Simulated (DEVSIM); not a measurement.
System: Al/SiO2/p-Ge capacitor, at 300 K.

```tsv
layer (left to right)	material	thickness (nm)	Na (cm⁻³)
1	SiO2	10.0	-
2	Ge	470	1.6e18
```

Metal gate on the left, work function 4.1 eV. Fixed charge at the semiconductor interface 7.9e11 cm⁻² (in units of +e); interface traps 6e11 cm⁻² eV⁻¹, uniform in energy, neutral level at 0.5 of the gap above the valence band.

This is a model device: material constants are rounded textbook-type values typed into the input, and sizes, dopings and lifetimes were drawn at random. Values at 300 K.

```tsv
parameter	SiO2	Ge
gap (eV)	9	0.664
affinity (eV)	0.9	4
permittivity	3.9	16
Nc (cm⁻³)	-	1.04e19
Nv (cm⁻³)	-	6e18
```

Model (solved in DEVSIM): 1D Poisson equation in equilibrium, Boltzmann statistics, complete ionisation; no quantum confinement or tunnelling. Metal contacts follow the ideal Schottky-Mott rule: no Fermi-level pinning, no interface dipoles.

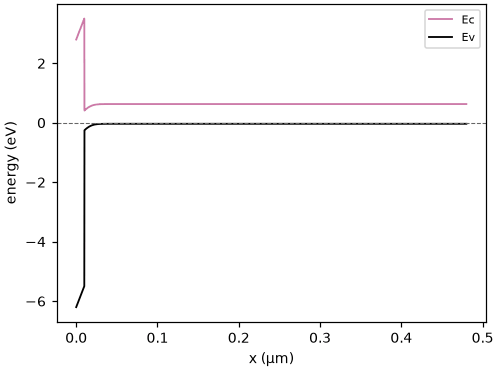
Band edges at 0.4 V on the gate

Energies count from the Fermi level of the right contact; mesh points crowd at the junctions.

| x (μm) | Ec (eV) | Ev (eV) | n (cm⁻³) | p (cm⁻³) | field (V/cm) |
|---|---|---|---|---|---|
| 0.000 | 2.800 | -6.200 | < 1e2 | < 1e2 | 710000 |
| 0.0009689 | 2.869 | -6.131 | < 1e2 | < 1e2 | 710000 |
| 0.002449 | 2.973 | -6.027 | < 1e2 | < 1e2 | 710000 |
| 0.004972 | 3.152 | -5.848 | < 1e2 | < 1e2 | 710000 |
| 0.008019 | 3.367 | -5.633 | < 1e2 | < 1e2 | 710000 |
| 0.009381 | 3.464 | -5.536 | < 1e2 | < 1e2 | 710000 |
| 0.01017 | 0.412 | -0.252 | 1.3e12 | 3.5e14 | 260000 |
| 0.01193 | 0.456 | -0.208 | 2.3e11 | 1.9e15 | 230000 |
| 0.01472 | 0.513 | -0.151 | 2.5e10 | 1.8e16 | 180000 |
| 0.02001 | 0.585 | -0.079 | 1.6e9 | 2.8e17 | 93000 |
| 0.02934 | 0.625 | -0.039 | 3.3e8 | 1.3e18 | 13000 |
| 0.05649 | 0.630 | -0.034 | 2.7e8 | 1.6e18 | 11 |
| 0.09929 | 0.630 | -0.034 | 2.7e8 | 1.6e18 | ≈ 0 |
| 0.1805 | 0.630 | -0.034 | 2.7e8 | 1.6e18 | ≈ 0 |
| 0.3388 | 0.630 | -0.034 | 2.7e8 | 1.6e18 | ≈ 0 |
| 0.4036 | 0.630 | -0.034 | 2.7e8 | 1.6e18 | ≈ 0 |
| 0.4403 | 0.630 | -0.034 | 2.7e8 | 1.6e18 | ≈ 0 |
| 0.4596 | 0.630 | -0.034 | 2.7e8 | 1.6e18 | ≈ 0 |
| 0.4719 | 0.630 | -0.034 | 2.7e8 | 1.6e18 | ≈ 0 |
| 0.4761 | 0.630 | -0.034 | 2.7e8 | 1.6e18 | ≈ 0 |
| 0.4785 | 0.630 | -0.034 | 2.7e8 | 1.6e18 | ≈ 0 |
| 0.4800 | 0.630 | -0.034 | 2.7e8 | 1.6e18 | ≈ 0 |
